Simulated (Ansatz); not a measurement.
SiC (wurtzite)

Space group P6₃mc (No. 186); a = 3.0759 Å, b = 3.0759 Å, c = 5.0477 Å, α = 90.00°, β = 90.00°, γ = 120.00°

```
atom  site  symmetry       x       y       z
----  ----  --------  ------  ------  ------
Si      2b       3m.  0.6667  0.3333  0.0005
C       2b       3m.  0.3333  0.6667  0.1247
```

Two coordinates are scanned: the volume, and the ratio of the stretch along z (the conventional c axis) to the stretch across it. Atoms keep their fractional coordinates.

All values below come from PBEsol (plane waves to 420 eV, PAW, scalar-relativistic; Ansatz, a first-principles code). k mesh 12×12×7 (Γ-centred), Fermi-Dirac smearing 0.05 eV. Energies are smeared free energies. As the atoms are clamped, bonds stretch with the cell, which overstates energies and stresses. SiC was relaxed with its symmetry unable to fall. ΔE is measured from the relaxed starting cell.

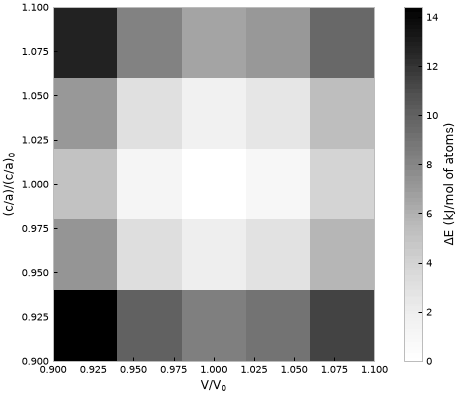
ΔE (kJ/mol of atoms) over the 5×5 grid of computed points.

The modulus against c/a change at fixed volume, (3/4V)·∂²E/∂(ln c/a)² (fit, atoms clamped) is 278 GPa, an upper bound as the atoms could relax. Lowest place on the grid: V/V₀ = 1.000, (c/a)/(c/a)₀ = 1.000 (0.0 meV/atom). Highest place on the grid: V/V₀ = 0.920, (c/a)/(c/a)₀ = 0.920 (149.3 meV/atom).

Near the relaxed cell σzz − σxx = −2Cδ (compression positive), C being this modulus and δ the logarithm of the ratio.

(Under strain, the slope of the energy per volume gives the stress and its curvature an elastic modulus.)
